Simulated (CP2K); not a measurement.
# PM3 run of C3H6BF (SMILES CC1BC1F)

Aim: the energy change on altering one bond length of C3H6BF at PM3, from 2 runs. 

The calculation is run with CP2K 2026.2.

4 further runs of the same task are left out: 4 set aside as unsound or not needed.

### 1 The system as given

C3H6BF has 11 atoms, charge 0, and is taken as a singlet. As SMILES, `CC1BC1F`. Geometry: relaxed at GFN2-xTB.

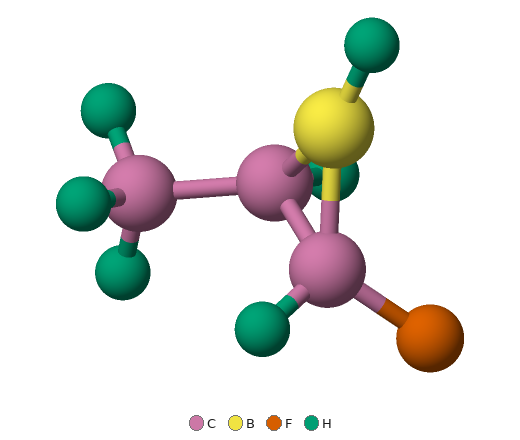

The structure, seen from a chosen angle (carbon pink, boron yellow, fluorine orange, hydrogen teal).

### 2 A single-point energy at PM3

The input, calc.inp:

```
&GLOBAL
  PROJECT_NAME calc
  RUN_TYPE ENERGY
  PRINT_LEVEL MEDIUM
&END GLOBAL

&FORCE_EVAL
  METHOD QUICKSTEP
  &DFT
    CHARGE 0
    MULTIPLICITY 1
    &QS
      METHOD PM3
      EPS_DEFAULT 1.0E-10
      &SE
        &COULOMB
          CUTOFF [angstrom] 50
          RC_RANGE [angstrom] 0
        &END COULOMB
        &EXCHANGE
          CUTOFF [angstrom] 50
          RC_RANGE [angstrom] 0
        &END EXCHANGE
      &END SE
    &END QS
    &POISSON
      PERIODIC NONE
      POISSON_SOLVER ANALYTIC
    &END POISSON
    &SCF
      SCF_GUESS ATOMIC
      EPS_SCF 1.0E-06
      MAX_SCF 30
      &OT ON
        MINIMIZER DIIS
        PRECONDITIONER FULL_ALL
      &END OT
      &OUTER_SCF
        EPS_SCF 1.0E-06
        MAX_SCF 5
      &END OUTER_SCF
    &END SCF
    &PRINT
      &MOMENTS
        PERIODIC F
        REFERENCE COM
        MAX_MOMENT 1
      &END MOMENTS
      &MO_CUBES
        NLUMO 5
        NHOMO -1
        WRITE_CUBE F
      &END MO_CUBES
      &HIRSHFELD OFF
      &END HIRSHFELD
    &END PRINT
  &END DFT
  &SUBSYS
    &CELL
      ABC [angstrom] 16.5 15 15.5
      PERIODIC NONE
    &END CELL
    &COORD
      SCALED T
      C    0.41390879   0.52122933   0.57084129
      C    0.48822152   0.54340600   0.51739161
      B    0.57830818   0.53050000   0.54041290
      C    0.53519303   0.46788867   0.47565677
      F    0.54933121   0.47217133   0.38777613
      H    0.39748515   0.57759267   0.61147097
      H    0.42575424   0.46412533   0.61222387
      H    0.36257545   0.50552600   0.52939613
      H    0.47683424   0.59953667   0.47446323
      H    0.63742455   0.55543467   0.57174903
      H    0.51600091   0.40046333   0.49126903
    &END COORD
  &END SUBSYS
&END FORCE_EVAL
```

Started as:

```console
OMP_NUM_THREADS=1 cp2k.psmp calc.inp > calc.out
```

Output:

```text
CP2K| version string:                                       CP2K version 2026.2
[...]
 GLOBAL| Method name                                                        CP2K
[...]
 GLOBAL| Run type                                                         ENERGY
[...]
                             - Atoms:                                         11
[...]
                             - Spherical basis functions:                     26
[...]
 Number of electrons:                                                         28
[...]
     1 OT DIIS     0.15E+00    0.0     0.36202095       -29.0964702278 -2.91E+01
[...]
    10 OT DIIS     0.15E+00    0.0     0.00000073       -34.7379881406 -7.71E-11
  *** SCF run converged in    10 steps ***
  Core-core repulsion energy [eV]:                           1930.35158081749455
  Core Hamiltonian energy [eV]:                             -1513.31488828157421
  Two-electron integral energy [eV]:                        -2724.61084446668656
  Electronic energy [eV]:                                   -2875.62031051491795
  Total energy [eV]:                                         -945.26872969742305
  Atomic reference energy [eV]:                               944.24794718268765
  Heat of formation [kcal/mol]:                               -23.53980587207469
[...]
 SE_DIPOLE| Moment [Debye]          0.74370028       0.03186652      -1.56424457
 SE_DIPOLE| Derivative [a.u.]       0.00000000       0.00000000       0.00000000
 *** WARNING in qs_scf_post_se.F:140 :: Printing of MO cube files not ***
 *** implemented for Semi-Empirical method.                           ***
 ENERGY| Total FORCE_EVAL ( QS ) energy [hartree]            -34.737988140565314
[...]
```

Run time: 0.87 s. Hardware: 1 thread of Arm Neoverse N1, shared host; peak memory 0.14 GiB.

### 3 The distorted shape, same level

The input, qs.inp:

```
&GLOBAL
  PROJECT qs
  RUN_TYPE ENERGY
  PRINT_LEVEL MEDIUM
&END GLOBAL
&FORCE_EVAL
  METHOD Quickstep
  &DFT
    ! Quickstep
    &QS
      METHOD PM3
      EPS_DEFAULT 1.0E-10
      &SE
        &COULOMB
          CUTOFF [angstrom] 50
          RC_RANGE [angstrom] 0
        &END COULOMB
        &EXCHANGE
          CUTOFF [angstrom] 50
          RC_RANGE [angstrom] 0
        &END EXCHANGE
      &END SE
    &END QS
    ! no periodic images
    &POISSON
      PERIODIC NONE
      POISSON_SOLVER ANALYTIC
    &END POISSON
    &SCF
      SCF_GUESS ATOMIC
      EPS_SCF 1.0E-06
      MAX_SCF 30
      &OT
        MINIMIZER DIIS
        PRECONDITIONER FULL_ALL
      &END OT
      &OUTER_SCF
        EPS_SCF 1.0E-06
        MAX_SCF 5
      &END OUTER_SCF
    &END SCF
    ! extra output
    &PRINT
      &MOMENTS
        PERIODIC F
        REFERENCE COM
        MAX_MOMENT 1
      &END MOMENTS
      &MO_CUBES
        NLUMO 5
        NHOMO -1
        WRITE_CUBE F
      &END MO_CUBES
      &HIRSHFELD OFF
      &END HIRSHFELD
    &END PRINT
  &END DFT
  &SUBSYS
    ! vacuum box
    &CELL
      ABC 16.6 15 15.5
      PERIODIC NONE
    &END CELL
    &COORD
      SCALED T
      C    0.41697807   0.52122933   0.57084129
      C    0.49084313   0.54340600   0.51739161
      B    0.58038711   0.53050000   0.54041290
      C    0.53753169   0.46788867   0.47565677
      F    0.55158470   0.47217133   0.38777613
      H    0.40065337   0.57759267   0.61147097
      H    0.42875217   0.46412533   0.61222387
      H    0.36085265   0.50395600   0.52525252
      H    0.47952446   0.59953667   0.47446323
      H    0.63914735   0.55543467   0.57174903
      H    0.51845518   0.40046333   0.49126903
    &END COORD
  &END SUBSYS
&END FORCE_EVAL
```

Started as:

```console
OMP_NUM_THREADS=1 cp2k.psmp -i qs.inp -o qs.out
```

Output:

```text
CP2K| version string:                                       CP2K version 2026.2
[...]
 GLOBAL| Method name                                                        CP2K
[...]
 GLOBAL| Run type                                                         ENERGY
[...]
                             - Atoms:                                         11
[...]
                             - Spherical basis functions:                     26
[...]
 Number of electrons:                                                         28
[...]
     1 OT DIIS     0.15E+00    0.0     0.35969347       -29.1143577755 -2.91E+01
[...]
     9 OT DIIS     0.15E+00    0.0     0.00000085       -34.7327908124 -7.55E-10
  *** SCF run converged in     9 steps ***
  Core-core repulsion energy [eV]:                           1925.49829146948082
  Core Hamiltonian energy [eV]:                             -1512.62171818438333
  Two-electron integral energy [eV]:                        -2716.00775298302869
  Electronic energy [eV]:                                   -2870.62559467589745
  Total energy [eV]:                                         -945.12730320641685
  Atomic reference energy [eV]:                               944.24794718268765
  Heat of formation [kcal/mol]:                               -20.27843325313112
[...]
 SE_DIPOLE| Moment [Debye]          0.74557784       0.03244090      -1.56374991
 SE_DIPOLE| Derivative [a.u.]       0.00000000       0.00000000       0.00000000
 *** WARNING in qs_scf_post_se.F:140 :: Printing of MO cube files not ***
 *** implemented for Semi-Empirical method.                           ***
 ENERGY| Total FORCE_EVAL ( QS ) energy [hartree]            -34.732790812426778
[...]
```

Wall time 0.87 s (1 thread of Arm Neoverse N1, shared host); peak memory 0.14 GiB.

### 4 Summary of results

Level: PM3.

```
                                                         quantity           value
                                        first shape: total energy    -34.73799 Eh
                                       first shape: dipole moment          1.73 D
                                   first shape: heat of formation  -23.5 kcal/mol
                                    distorted shape: total energy    -34.73279 Eh
                                   distorted shape: dipole moment          1.73 D
                               distorted shape: heat of formation  -20.3 kcal/mol
energy change with the C1–H8 bond stretched from 1.089 to 1.198 Å        0.141 eV
```

With the C1–H8 bond stretched from 1.089 to 1.198 Å the energy rises by 0.14 eV (3.3 kcal/mol). The first shape isn't relaxed at this level, so the change isn't measured from a minimum.
